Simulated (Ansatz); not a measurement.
# CoCl+ (quartet): trial inputs and their diagnosis

3 inputs are run for CoCl+ (quartet) as typed; the log has to tell whether the result can be used and what must change.

The runs use Ansatz 0.2.0, Gaussian basis; the settings change from run to run.

18 further runs of the same task are left out: 6 that didn't finish, 12 set aside as unsound or not needed.

## (1) The system

The geometry is a PBE0/def2-TZVP stationary point (not a proven minimum) of the parent state, kept for this charge and spin.

2 atoms, charge 1, spin multiplicity 4.

Atoms are counted from 1 here; the program's logs count them from 0.

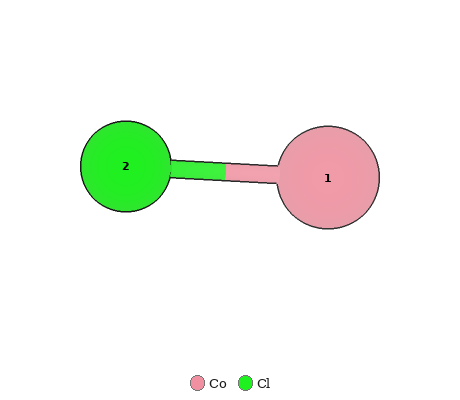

The structure; cobalt pink, chlorine green; atoms are numbered from 1 in the order of the file.

## (2) Input 1

File in.yaml:

```yaml
crystal:
  periodic: [false, false, false]
  atoms:
    - {symbol: Co, position_ang: [0.000000, 0.000000, 0.000000]}
    - {symbol: Cl, position_ang: [0.000000, 0.000000, 2.172600]}
basis:
  gaussian: {orbitals: def2-SVP}
total_charge: 1
magnetization: {spin_polarized: false, initial_magnetization: 3}
correlation: {active_space: {window: {electrons: 5, orbitals: 5}, places: [1, 2]}}
```

Started as:

```
ansatz run in.yaml --threads 1 --pin off --events-out ev --progress --plain --max-ram 2393MiB
```

Output:

```text
Error: invalid value for `correlation.active_space`: name one of window, places and ras
```

Run time: 0.07 s. Hardware: 1 thread of AMD EPYC, shared host.

Diagnosis: The run was refused. The active space is defined twice. Fix: keep one definition.

## (3) Input 2

File in.yaml:

```yaml
crystal:
  periodic: [false, false, false]
  atoms:
    - {symbol: Co, position_ang: [0.000000, 0.000000, 0.000000]}
    - {symbol: Cl, position_ang: [0.000000, 0.000000, 2.172600]}
basis:
  gaussian: {orbitals: STO-3G}
total_charge: 1
magnetization: {spin_polarized: false, initial_magnetization: 3}
hamiltonian: {xc: pbe0}
correlation: {active_space: {window: {electrons: 5, orbitals: 5}}}
```

Launched as before.

Output:

```text
Error: invalid value for `correlation.active_space`: it starts from restricted Hartree–Fock orbitals; set hamiltonian.xc: hf without magnetization.spin_polarized
```

Run time: 0.06 s. Hardware: 1 thread of AMD EPYC, shared host.

What is wrong: The run was refused. An active space is asked on a functional's orbitals. Cure: start from Hartree-Fock.

## (4) Input 3

File in.yaml:

```yaml
crystal:
  periodic: [false, false, false]
  atoms:
    - {symbol: Co, position_ang: [0.000000, 0.000000, 0.000000]}
    - {symbol: Cl, position_ang: [0.000000, 0.000000, 2.172600]}
basis:
  gaussian: {orbitals: 6-31G}
total_charge: 1
magnetization: {spin_polarized: true, initial_magnetization: 11}
correlation: {method: bccd, electrons: outside_noble_gas}
output: {forces: true}
```

The command is unchanged.

Output, cut to the lines that bear on the results:

```text
Functional definition: HF
  name "HF"
  cite "Fock, Z. Phys. 61, 126 (1930) doi:10.1007/BF01340294"
  parent pbe
[...]
421 factors; integrals over basis functions are off by at most 4.0e-4 eV
[...]
mean field -50050.60120888 eV, -1839.3256689102 hartree, gradient 1.5e-6 eV, S^2 35.753584; 6 other end points of the search recorded, 0 dependent functions left out
determinant -50050.60120888 eV, -1839.3256689102 hartree, with singles and doubles -50052.38510575 eV, -1839.3912259111 hartree
determinant -50048.80041326 eV, -1839.2594908918 hartree, with singles and doubles -50050.39253738 eV, -1839.3180003741 hartree
determinant -50048.40443923 eV, -1839.2449391147 hartree, with singles and doubles -50050.61053257 eV, -1839.3260115497 hartree
determinant -50047.76248898 eV, -1839.2213478783 hartree, with singles and doubles -50050.65103170 eV, -1839.3274998652 hartree
determinant -50047.74612368 eV, -1839.2207464644 hartree, with singles and doubles -50049.77368124 eV, -1839.2952578307 hartree
14 core orbitals not correlated: weight in the atoms' cores, before any rotation towards them, 0.999 or more for the frozen orbitals, at most 0.001 for the correlated occupied ones
reference -50050.60120888 eV, -1839.3256689102 hartree; 13, 2 occupied and 15, 26 virtual orbitals, 421 factors
second order -1.29739845 eV of doubles, -0.00000000 eV of singles
cycle   1  -1.80596353 eV  change   -2.2e-2 eV  update   3.2e-2
[...]
cycle  12  -1.81353627 eV  change    1.1e-7 eV  update   4.7e-7
[...]
Total energy: -50052.41474514 eV, -1839.3923151388 hartree
Atom 0 at     0.000000     0.000000     0.000000 Å, force    -0.000000    -0.000000   -11.866663 eV/Å
Atom 1 at     0.000000     0.000000     2.172600 Å, force     0.000000     0.000000    11.866663 eV/Å
Dipole moment:    -0.000000    -0.000000     1.956973 e Å
```

Wall time 14 s (1 thread of AMD EPYC, shared host).

What is wrong: The run converged, which proves nothing about the input. Far too many unpaired electrons are asked for. Its energy belongs to the state of multiplicity 12, not to the quartet that was meant. Cure: set initial_magnetization to that of the wanted state.

## (5) How the runs ended

```tsv
input	level	ended	cause	time
1	CASSCF(5,5)/def2-SVP	refused	the active space is defined twice	0.07 s
2	CASSCF(5,5)/STO-3G	refused	an active space is asked on a functional's orbitals	0.06 s
3	BCCD on UHF/6-31G	converged	far too many unpaired electrons are asked for	14 s
```

2 refused, 1 converged. The input that converges on a wrong geometry or spin is the dangerous one: no error points at it, so geometry and ⟨S²⟩ have to be checked.
